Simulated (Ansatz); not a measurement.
# NaVS3 in P4mm, a phase reached by a soft mode: a soft mode frozen in, part 2 of 2

Which phase does NaVS3 in P4mm, a phase reached by a soft mode fall into along its unstable mode, and how much energy does it gain?

Ansatz 0.2.0; DFT PBEsol, scalar-relativistic, plane waves, PAW; PAW set soft_1.

So far. Step 4 (The mode frozen in, largest atomic shift 0.32 Å): The run ends at a pressure of 0.00 GPa, with forces up to 0.41 eV/Å. Step 5 (Energy along the mode, all amplitudes (two of the runs …): The lowest of the steps tried is at 0.32 Å, 12.8 meV/atom below the parent; the bottom of the well need not coincide with a step.

The structure was built from a prototype and need not be the compound's stable phase.

## 6. Relaxing from the distorted cell

Starting from the lowest point found, all atoms and the cell are let go, so that strain and other modes of the same symmetry can join in.

File input.yaml:

```yaml
crystal:
  lattice:
    - [4.332306063, 0.0, 0.0]
    - [0.0, 4.332306063, 0.0]
    - [0.0, 0.0, 5.603351591]
  atoms:
    - { symbol: Na, position: [0.0, 0.0076392385, 0.5595514499] }
    - { symbol: V, position: [0.5, 0.462550874, 0.0738971377] }
    - { symbol: S, position: [0.5, 0.4772579044, 0.4434739098] }
    - { symbol: S, position: [0.5, 0.0029049542, 0.9458118255] }
    - { symbol: S, position: [0.0, 0.5738636641, 0.9458118255] }
kpoints:
  mp_grid: { grid: [8, 8, 6] }
hamiltonian:
  xc: pbesol
  pseudopotentials: { kind: paw, azcp: { folder: soft_1 }, xc_functional: pbe }
scf:
  occupations: { method: methfessel_paxton, width: 0.2 }
output:
  forces: true
  stress: true
  eigenvalues: true
relax:
  adjacent_minimum: "off"
  f_tol: 0.002
  max_steps: 120
  cell: { stress_tol: 0.03 }
```

Started as:

```console
ansatz run input.yaml --threads 8 --pin off --max-ram 16384MiB --backend cpu --events-out ev --progress --plain --runs-dir out
```

Numbers of over 12 decimals in the logs are rounded to 6 here.

The log of the run:

```text
[...]
Crystal: 5 atoms, lattice volume = 105.169 Å³
Basis set: ecut = 420 eV, 2059 PW (Γ), exchange–correlation on 60×60×80 points (8 copies of the dense FFT grid, shifted against one another)
Bands: 25, of which v1, the nominal top of the filled ones, is band 20 counted from 1 (19 counted from 0)
Symmetry: 2 space group operations
[...]
k-points: 130 of 384 (time reversal used)
[...]
SCF iter   1: F=—  HF=-7021.778002 eV  |F-HF|=—  |Δ(HF+E_count)|=         —  Δρ=1.16e-1  dr2=2.44e1  ethr=3.10e-3  ⟨swp⟩=6.3  Hψ=15242  notcnv=0
[...]
SCF iter  10: F=-7019.518614 eV  HF=-7019.518614 eV  |F-HF|=1.90e-9  |Δ(HF+E_count)|=   3.75e-9  S|Δr|=    0.00e0  Δρ=7.27e-6  dr2=8.50e-8  ethr=2.50e-10  ⟨swp⟩=4.4  Hψ=15854  notcnv=0
SCF 1 converged in 10 iterations: F = -7019.518614 eV  dr2 = 8.50e-8
[...]
relax step   1: F+E_penalty+E_count = -7019.51861432 eV  Δ(F+E_penalty+E_count) = +0.000e0 eV  max|allowed force component| = 4.074e-1 eV/Å  Δτ_max = 0.0000 Å  P = -0.004 GPa  Ω = 105.169 Å³  (10 SCF iters, dr2 threshold 1.00e-7 eV, accepted)
Crystal: 5 atoms, lattice volume = 104.852 Å³
Basis set: ecut = 420 eV, 2045 PW (Γ), exchange–correlation on 60×60×80 points (8 copies of the dense FFT grid, shifted against one another)
[...]
iter 1 solved again at ethr=2.98e-5 eV; its pass at ethr=3.10e-3 eV (dr2=1.19e-2 eV) is discarded
[...]
SCF iter   6: F=-7019.557250 eV  HF=-7019.557251 eV  |F-HF|=5.24e-8  |Δ(HF+E_count)|=   1.46e-7  S|Δr|=    0.00e0  Δρ=8.66e-6  dr2=8.89e-8  ethr=1.06e-9  ⟨swp⟩=3.0  Hψ=12398  notcnv=0
SCF 2 converged in 6 iterations: F = -7019.557250 eV  dr2 = 8.89e-8
relax step   2: F+E_penalty+E_count = -7019.55725048 eV  Δ(F+E_penalty+E_count) = -3.864e-2 eV  max|allowed force component| = 7.260e-2 eV/Å  Δτ_max = 0.0453 Å  P = -0.218 GPa  Ω = 104.852 Å³  energy of the carried Pulay correction = +8.159e-5 eV  (6 SCF iters, dr2 threshold 5.00e-7 eV, accepted)
Crystal: 5 atoms, lattice volume = 104.240 Å³
Basis set: ecut = 420 eV, 2029 PW (Γ), exchange–correlation on 60×60×80 points (8 copies of the dense FFT grid, shifted against one another)
[...]
SCF iter   6: F=-7019.567598 eV  HF=-7019.567598 eV  |F-HF|=1.34e-9  |Δ(HF+E_count)|=   4.18e-8  S|Δr|=    0.00e0  Δρ=6.30e-6  dr2=3.64e-8  ethr=1.25e-9  ⟨swp⟩=7.0  Hψ=14635  notcnv=0
SCF 3 converged in 6 iterations: F = -7019.567598 eV  dr2 = 3.64e-8
relax step   3: F+E_penalty+E_count = -7019.56759752 eV  Δ(F+E_penalty+E_count) = -1.035e-2 eV  max|allowed force component| = 9.657e-2 eV/Å  Δτ_max = 0.0270 Å  P = +0.001 GPa  Ω = 104.240 Å³  energy of the carried Pulay correction = +2.400e-4 eV  (6 SCF iters, dr2 threshold 5.00e-7 eV, accepted)
[... from here on, the SCF cycles and remarks between the steps are left out ...]
relax step   4: F+E_penalty+E_count = -7019.57186592 eV  Δ(F+E_penalty+E_count) = -4.268e-3 eV  max|allowed force component| = 2.700e-2 eV/Å  Δτ_max = 0.0364 Å  P = +0.015 GPa  Ω = 104.299 Å³  energy of the carried Pulay correction = +2.247e-4 eV  (6 SCF iters, dr2 threshold 5.00e-7 eV, accepted)
relax step   5: F+E_penalty+E_count = -7019.57226068 eV  Δ(F+E_penalty+E_count) = -3.948e-4 eV  max|allowed force component| = 1.277e-2 eV/Å  Δτ_max = 0.0084 Å  P = +0.037 GPa  Ω = 104.227 Å³  energy of the carried Pulay correction = +2.432e-4 eV  (6 SCF iters, dr2 threshold 4.56e-8 eV, accepted)
relax step   6: F+E_penalty+E_count = -7019.57232715 eV  Δ(F+E_penalty+E_count) = -6.647e-5 eV  max|allowed force component| = 9.509e-3 eV/Å  Δτ_max = 0.0086 Å  P = -0.005 GPa  Ω = 104.413 Å³  energy of the carried Pulay correction = +1.952e-4 eV  (5 SCF iters, dr2 threshold 1.33e-8 eV, accepted)
relax step   7: F+E_penalty+E_count = -7019.57238167 eV  Δ(F+E_penalty+E_count) = -5.452e-5 eV  max|allowed force component| = 4.513e-3 eV/Å  Δτ_max = 0.0043 Å  P = -0.019 GPa  Ω = 104.384 Å³  energy of the carried Pulay correction = +2.026e-4 eV  (6 SCF iters, dr2 threshold 5.65e-9 eV, accepted)
relax step   8: F+E_penalty+E_count = -7019.57240977 eV  Δ(F+E_penalty+E_count) = -2.811e-5 eV  max|allowed force component| = 2.694e-3 eV/Å  Δτ_max = 0.0033 Å  P = +0.000 GPa  Ω = 104.332 Å³  energy of the carried Pulay correction = +2.162e-4 eV  (6 SCF iters, dr2 threshold 2.75e-9 eV, accepted)
relax step   9: F+E_penalty+E_count = -7019.57241428 eV  Δ(F+E_penalty+E_count) = -4.508e-6 eV  max|allowed force component| = 1.656e-3 eV/Å  Δτ_max = 0.0013 Å  P = -0.004 GPa  Ω = 104.330 Å³  energy of the carried Pulay correction = +2.166e-4 eV  (5 SCF iters, dr2 threshold 4.53e-10 eV, accepted)
relax step  10: F+E_penalty+E_count = -7019.57242038 eV  Δ(F+E_penalty+E_count) = -6.094e-6 eV  max|allowed force component| = 1.047e-3 eV/Å  Δτ_max = 0.0021 Å  P = -0.003 GPa  Ω = 104.317 Å³  energy of the carried Pulay correction = +2.200e-4 eV  (7 SCF iters, accepted)
[...]
SCF iter   1: F=—  HF=-7019.571760 eV  |F-HF|=—  |Δ(HF+E_count)|=         —  Δρ=3.37e-4  dr2=3.06e-6  ethr=2.88e-6  ⟨swp⟩=3.0  Hψ=24179  notcnv=0
eigensolver tolerance schedule: the retry pair's looser diagonalisation over-reported the residual by 375.55 of it (diagonalisation noise at 0.54 of the residual, at the tolerance the schedule requests for it); recorded, not acted on — ethr = c·dr2/N_el stays at c = 1.0e-1
SCF iter   2: F=—  HF=-7019.572716 eV  |F-HF|=—  |Δ(HF+E_count)|=   9.56e-4  S|Δr|=    0.00e0  Δρ=2.77e-5  dr2=1.27e-6  ethr=7.64e-9  ⟨swp⟩=2.7  Hψ=5962  notcnv=0
[...]
SCF iter   7: F=-7019.572716 eV  HF=-7019.572716 eV  |F-HF|=3.64e-12  |Δ(HF+E_count)|=  1.00e-11  S|Δr|=    0.00e0  Δρ=6.85e-8  dr2=6.49e-12  ethr=1.00e-12  ⟨swp⟩=6.4  Hψ=18238  notcnv=0
SCF 11 converged in 7 iterations: F = -7019.572716 eV  dr2 = 6.49e-12
relax step  11: F+E_penalty+E_count = -7019.57271590 eV  Δ(F+E_penalty+E_count) = -2.955e-4 eV  max|allowed force component| = 1.308e-3 eV/Å  Δτ_max = 0.0000 Å  P = +0.003 GPa  Ω = 104.317 Å³  stress off target by 2.70e-2 GPa  SCF on the basis re-selected at this cell (its energy is not comparable with the rows above)  (7 SCF iters)
basis re-selected at this cell: Δ(F+E_penalty+E_count) = -2.955e-4 eV, ΔP = +0.006 GPa vs the last step (what re-selecting the basis moved, of the pressure what is left beyond the Pulay correction that the steps carried, after the strain that the cell walked since its last selection, with what the two solves' SCF thresholds leave and, on support functions, any second-order correction that the steps lacked; it is no m [...]
SCF converged after 7 iterations
[...]
Free energy (F): -7019.572716 eV
[...]
Internal energy: -7019.577314 eV  (E = F + TS)
E sigma→0 (E₀):  -7019.573865 eV
Entropy (-TS):   0.004598 eV (0.920 meV/atom)
Fermi energy:    6.110199 eV
[...]
--- Forces (eV/Å), atoms counted from 1 ---
  atom   1  Na     0.00000000    -0.00015989    -0.00048808
  atom   2  V      0.00000000     0.00130837     0.00024036
  atom   3  S      0.00000000    -0.00022025    -0.00036825
  atom   4  S      0.00000000    -0.00039339     0.00045166
  atom   5  S      0.00000000    -0.00053516     0.00016589
  max |Σ_I F_I| component: 1.57e-6 eV/Å
--- Stress (GPa, compression-positive) ---
       -0.007958       0.000000       0.000000
        0.000000       0.006333      -0.017589
        0.000000      -0.017589       0.011951
  P = ⅓ Tr σ = 0.0034 GPa (0.034 kbar)
--- Band table (eV; the first three rows and the last of 130) ---
  k-point 0: bands = [... 16 lower, 3.5498, 3.9039, 4.4948, 5.1911, 6.2100, 7.5589, 7.9047, 8.4043, ... 1 higher]
  k-point 1: bands = [... 16 lower, 3.5535, 3.8737, 4.4897, 5.1824, 6.2335, 7.5743, 7.8901, 8.3140, ... 1 higher]
  k-point 2: bands = [... 16 lower, 3.5610, 3.8048, 4.4793, 5.1830, 6.2815, 7.6085, 7.9902, 8.2235, ... 1 higher]
  k-point 129: bands = [... 16 lower, 3.0576, 4.6324, 4.8532, 6.1516, 6.1757, 6.7171, 7.3699, 7.3885, ... 1 higher]
--- Relaxed structure (10 steps of the walk, 10 accepted, 1 SCFs on fresh bases) ---
  F+E_penalty+E_count = -7019.57271590 eV   max|allowed force component| = 1.308e-3 eV/Å   (the final SCF, on the basis selected at the relaxed cell)
  cell:  # Å, volume = 104.3170 Å³
    - [4.223139, 0.0, 0.0]
    - [0.0, 4.342840, -0.187128]
    - [0.0, -0.242029, 5.698250]
  atoms:
    - { symbol: Na, position: [0.0, 0.00577138, 0.547727] }
    - { symbol: V, position: [0.5, 0.463383, 0.078124] }
    - { symbol: S, position: [0.5, 0.486513, 0.445268] }
    - { symbol: S, position: [0.5, -0.00943796, 0.947822] }
    - { symbol: S, position: [0.0, 0.577987, 0.949604] }
```

It took 42 s on 8 threads of Arm Neoverse V2, shared host; peak memory 0.68 GiB.

Relaxation path:

```tsv
step	energy less that of the first step (eV)	largest force component (eV/Å)	pressure (GPa)	volume (Å³)
1	0.0000	0.4074	0.00	105.17
2	-0.0386	0.0726	-0.22	104.85
3	-0.0490	0.0966	0.00	104.24
4	-0.0533	0.0270	0.02	104.30
5	-0.0536	0.0128	0.04	104.23
6	-0.0537	0.0095	-0.01	104.41
7	-0.0538	0.0045	-0.02	104.38
8	-0.0538	0.0027	0.00	104.33
9	-0.0538	0.0017	0.00	104.33
10	-0.0538	0.0010	0.00	104.32
11*	-0.0541	0.0013	0.00	104.32
```

Relaxation steps marked * repeat the geometry before them on a plane-wave basis chosen anew for their cell, so energy and pressure can jump there.

Forces are held to the 2 operations that the run works with; a distortion that breaks them can't arise in this run.

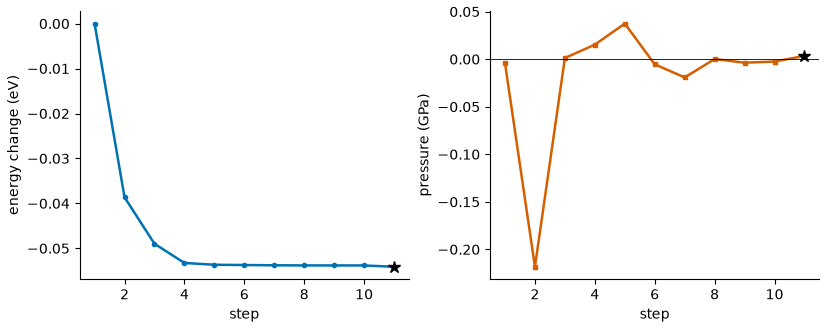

Energy and pressure along the relaxation. Stars mark steps on a basis chosen anew.

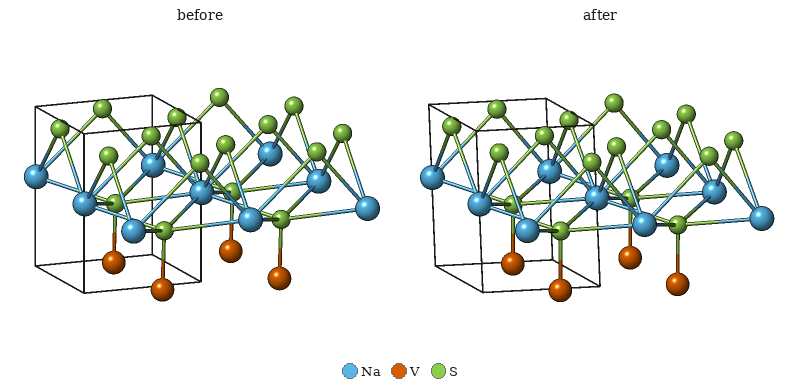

The structure before and after the relaxation, drawn at the same scale.

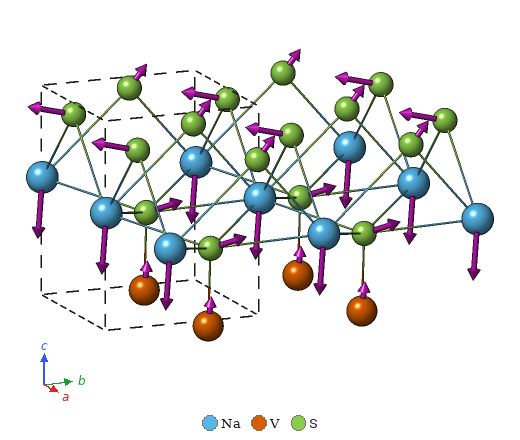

Displacements in the relaxation, exaggerated, measured against the changing cell; the longest in the cell stands for 0.07 Å. 2×2×1 cells are drawn. Some periodic images of atoms are drawn too.

```tsv
cell as run	before	after	change
a (Å)	4.332	4.223	-2.5 %
b (Å)	4.332	4.347	+0.3 %
c (Å)	5.603	5.703	+1.8 %
α (°)	90.00	94.90	+5.4 %
volume (Å³/atom)	21.03	20.86	-0.8 %
```

The atoms that moved most (Å, as changes of fractional coordinates times the final cell):

```tsv
atom	dx	dy	dz	length
Na1	0.000	-0.005	-0.067	0.067
S4	0.000	-0.054	0.014	0.056
S3	0.000	0.040	0.008	0.041
S5	0.000	0.017	0.021	0.027
V2	0.000	0.003	0.024	0.024
```

Final coordinates:

```xyz
5
Lattice="4.2231 0.0000 0.0000 0.0000 4.3428 -0.1871 0.0000 -0.2420 5.6982" Properties=species:S:1:pos:R:3 pbc="T T T"
Na    0.0000   -0.1075    3.1200
V     2.1116    1.9935    0.3585
S     2.1116    2.0051    2.4462
S     2.1116   -0.2704    5.4027
S     0.0000    2.2803    5.3029
```

Numbers from this step:

```
pressure        : 0.003442 GPa
volume per atom : 20.86 Å³
```

The distorted start has space group Pm; the relaxation ends in Pm.

## 7. The new phase in its own primitive cell

The relaxed structure is symmetrised, reduced to its primitive cell and relaxed tightly, as its phonons need.

input.yaml, the sections that differ from step 6:

```yaml
crystal:
  lattice:
    - [4.3468699924, 0.0, 0.0]
    - [0.0, 4.2231386876, 0.0]
    - [-0.487108421, 0.0, 5.6825481994]
  atoms:
    - { symbol: Na, position: [0.0057713803, 0.0, 0.5477274547] }
    - { symbol: V, position: [0.4633827399, 0.5, 0.0781237952] }
    - { symbol: S, position: [0.4865130113, 0.5, 0.4452682105] }
    - { symbol: S, position: [0.9905620431, 0.5, 0.9478222421] }
    - { symbol: S, position: [0.5779874606, 0.0, 0.9496044459] }
relax:
  adjacent_minimum: "off"
  f_tol: 0.001
  max_steps: 60
  cell: { stress_tol: 0.01 }
# kpoints, hamiltonian, scf, output: as in step 6
```

The log of the run:

```text
[...]
Crystal: 5 atoms, lattice volume = 104.317 Å³
Basis set: ecut = 420 eV, 2013 PW (Γ), exchange–correlation on 60×60×80 points (8 copies of the dense FFT grid, shifted against one another)
Bands: 25, of which v1, the nominal top of the filled ones, is band 20 counted from 1 (19 counted from 0)
Symmetry: 2 space group operations
[...]
k-points: 130 of 384 (time reversal used)
[...]
cell:  # Å, volume = 104.3494 Å³
    - [4.346850, 1.3228308189858989e-18, -0.00397167]
    - [1.285177154728871e-18, 4.222059, -8.037719743919578e-19]
    - [-0.492298, -1.2297710268439957e-18, 5.686240]
  atoms:
    - { symbol: Na, position: [0.00571441, 0, 0.547838] }
    - { symbol: V, position: [0.463441, 0.500000, 0.078173] }
    - { symbol: S, position: [0.486868, 0.500000, 0.445115] }
    - { symbol: S, position: [0.990382, 0.500000, 0.947794] }
    - { symbol: S, position: [0.577811, 0, 0.949626] }
[key lines of the parts left out:]
SCF converged after 6 iterations
Free energy (F): -7019.572728 eV
Fermi energy:    6.107390 eV
P = ⅓ Tr σ = -0.0011 GPa (-0.011 kbar)
```

Run time: 16 s. Hardware: 8 threads; peak memory 0.67 GiB.

Step by step:

```tsv
step	energy less that of the first step (eV)	largest force component (eV/Å)	pressure (GPa)	volume (Å³)
1	0.0000	0.0013	0.00	104.32
2	0.0000	0.0012	0.00	104.33
3	0.0000	0.0006	0.00	104.35
4*	0.0000	0.0006	0.00	104.35
```

Relaxation steps marked * repeat the geometry before them on a plane-wave basis chosen anew for their cell, so energy and pressure can jump there.

The run keeps the 2 symmetry operations that it works with, so distortions that break them were not tested.

```tsv
cell as run	before	after	change
a (Å)	4.347	4.347	-0.0 %
b (Å)	4.223	4.222	-0.0 %
c (Å)	5.703	5.708	+0.1 %
β (°)	94.90	95.00	+0.1 %
volume (Å³/atom)	20.86	20.87	+0.0 %
```

This step gave:

| Quantity | Value |
| --- | --- |
| pressure | -0.001082 GPa |
| volume per atom | 20.87 Å³ |

The largest force component left is 0.59 meV/Å and the pressure is -0.001 GPa, within the tolerances set. The cell now holds 20.87 Å³/atom.

## 8. Modes of the new phase

A relaxed structure may still be a saddle point, so its zone-centre modes are computed. No field response is asked, since the mesh shows no gap.

input.yaml, the sections that differ from step 7:

```yaml
crystal:
  lattice:
    - [4.3468502755, 0.0, -0.0039716669]
    - [0.0, 4.2220590546, 0.0]
    - [-0.4922982667, 0.0, 5.6862404636]
  atoms:
    - { symbol: Na, position: [0.0057144129, 0.0, 0.5478375301] }
    - { symbol: V, position: [0.4634407877, 0.5, 0.0781734044] }
    - { symbol: S, position: [0.4868684542, 0.5, 0.445114542] }
    - { symbol: S, position: [0.9903815404, 0.5, 0.9477944732] }
    - { symbol: S, position: [0.57781144, 0.0, 0.9496261987] }
output:
  eigenvalues: true
phonons:
  method: dfpt
# kpoints, hamiltonian, scf: as in step 7
# relax: removed
```

The log of the run:

```text
[...]
Crystal: 5 atoms, lattice volume = 104.349 Å³
Basis set: ecut = 420 eV, 2013 PW (Γ), exchange–correlation on 60×60×80 points (8 copies of the dense FFT grid, shifted against one another)
Bands: 25, of which v1, the nominal top of the filled ones, is band 20 counted from 1 (19 counted from 0)
Symmetry: 2 space group operations
k-points: 130 of 384 (time reversal used)
[...]
SCF iter   1: F=—  HF=-7021.992911 eV  |F-HF|=—  |Δ(HF+E_count)|=         —  Δρ=1.19e-1  dr2=2.60e1  ethr=3.10e-3  ⟨swp⟩=6.2  Hψ=15284  notcnv=0
[...]
SCF iter  16: F=-7019.572728 eV  HF=-7019.572728 eV  |F-HF|=1.82e-12  |Δ(HF+E_count)|=  3.64e-12  S|Δr|=    0.00e0  Δρ=2.63e-8  dr2=1.32e-12  ethr=1.00e-12  ⟨swp⟩=6.0  Hψ=14035  notcnv=0
SCF 1 converged in 16 iterations: F = -7019.572728 eV  dr2 = 1.32e-12
[...]
SCF converged after 16 iterations
[...]
Free energy (F): -7019.572728 eV
[...]
Internal energy: -7019.577271 eV  (E = F + TS)
E sigma→0 (E₀):  -7019.573864 eV
Entropy (-TS):   0.004543 eV (0.909 meV/atom)
Fermi energy:    6.107389 eV
[...]
--- Band table (eV; the first three rows and the last of 130) ---
  k-point 0: bands = [... 16 lower, 3.5482, 3.9022, 4.4920, 5.1906, 6.2084, 7.5561, 7.9034, 8.4038, ... 1 higher]
  k-point 1: bands = [... 16 lower, 3.5522, 3.8718, 4.4868, 5.1810, 6.2314, 7.5718, 7.8885, 8.3130, ... 1 higher]
  k-point 2: bands = [... 16 lower, 3.5602, 3.8020, 4.4763, 5.1799, 6.2784, 7.6071, 7.9864, 8.2216, ... 1 higher]
  k-point 129: bands = [... 16 lower, 3.0562, 4.6272, 4.8474, 6.1481, 6.1719, 6.7143, 7.3674, 7.3815, ... 1 higher]
[...]
ASR residual: 1.877e-5 → 0.000e0 eV/Å²; symmetrization residual: 4.802e-6 eV/Å²
  ASR residual per site (eV/Å²): 1.88e-5 1.82e-5 1.14e-5 1.26e-5 1.03e-5
[...]
```

It took 58 s on 8 threads; peak memory 1.4 GiB.

Numbers from this step:

| Property | Result |
| --- | --- |
| sum-rule residual before enforcement | 1.88e-5 eV/Å² |
| point group | m |
| highest optical mode at the zone centre (no LO-TO term) | 514.1 cm⁻¹ |
| lowest optical zone-centre mode | 54.63 cm⁻¹ |

Patterns of degenerate modes are one choice out of their space. The modes at Γ (shares of kinetic energy by element, %):

```tsv
mode	frequency (cm⁻¹)	symmetry	Na %	V %	S %
1	0.0	acoustic	14	30	57
2	0.0	acoustic	14	30	57
3	0.0	acoustic	14	30	57
4	54.6	A'	65	5	30
5	87.3	A''	66	7	27
6	88.7	A'	58	5	37
7	105.4	A'	46	3	51
8	116.0	A''	17	4	79
9	160.4	A'	3	4	93
10	175.4	A''	3	31	65
11	186.0	A'	0	21	79
12	250.6	A'	0	24	76
13	353.3	A''	0	27	73
14	428.9	A'	0	35	65
15	514.1	A'	0	43	57
```

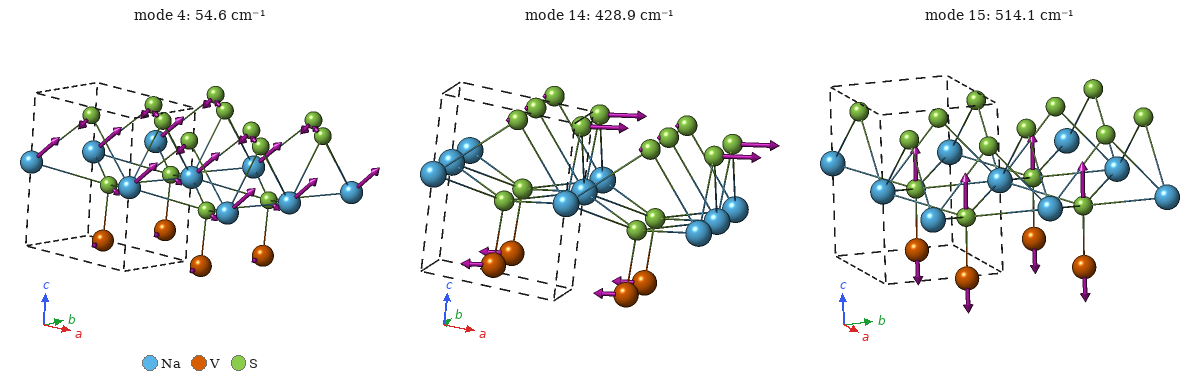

Displacement patterns of modes 4, 14 and 15 at Γ; arrows are exaggerated. 2×2×1 cells are drawn. Some periodic images of atoms are drawn too.

Before it was imposed, the acoustic sum rule was missed by 1.9e-5 eV/Å². Small misses are needed for a sound result but don't prove that mesh and cutoff are converged. The lowest optical mode is real, 54.6 cm⁻¹.

## 9. The phases reached

The phases reached along the modes that were followed are set side by side.

Energies are those of the first relaxation, on the mesh of the frozen mode; space group, volume and gap are those of the last relaxation. Phases, by row:

```tsv
mode frozen in	space group	energy from parent (meV/atom)	volume (Å³/atom)	gap on mesh (eV)	lowest zone-centre optical mode (cm⁻¹)	largest shift (Å)
parent	P4mm	0	21.03	0	–	–
q = (0, 0, 0), 120i cm⁻¹	Cm	-14.42	20.89	0	-99.4	0.188
q = (0, 0, 0), 120i cm⁻¹	Pm	-23.6	20.87	0	54.6	0.317
```

## 10. Outcome

* unstable mode of the parent: q = (0, 0, 0), 120i cm⁻¹
* depth at the lowest point sampled: 12.8 meV/atom
* largest atomic shift at that point: 0.32 Å
* space group reached (within 0.01 Å): Pm
* energy gained over the parent (first relaxation, on the mesh of the frozen mode): 23.6 meV/atom
* volume per atom, phase reached: 20.9 Å³
* lowest optical zone-centre mode, phase reached: 54.6 cm⁻¹
* highest optical mode at the zone centre (no LO-TO term), phase reached: 514 cm⁻¹

Along this mode the structure falls into Pm, 23.6 meV/atom below the parent. At the parent's cell the well is 12.83 meV/atom deep on the steps tried, with its lowest point at a shift of 0.32 Å. Relaxing atoms and cell changes the gain by +10.77 meV/atom against the lowest step (energies at zero smearing). The new phase has no imaginary mode at the zone centre of its cell; other wavevectors were not checked. Of the 2 patterns followed to their end from this parent, this one reaches the lowest energy. Each path keeps the symmetry of its pattern, so a lower phase may lie along a pattern not tried. With no gap, or one that is small against the smearing, the frequencies hang on the k mesh and the smearing, most of all near Kohn anomalies. The phonon runs are without spin polarisation, although V often carries a moment. The PAW files were made for PBE and serve the other functionals too. The starting cell was built on a prototype and not taken from a measurement, so the phase need not exist.

[Logs are printed without paths, hosts, clocks, repeated set-up lines and the standing remarks that a program may print on its own settings, such as how far it seeks lower states.]

[Hosts, paths, dates, database ids (printed as entryN), source tags and the programs' standing remarks are cut or masked in the printed files.]
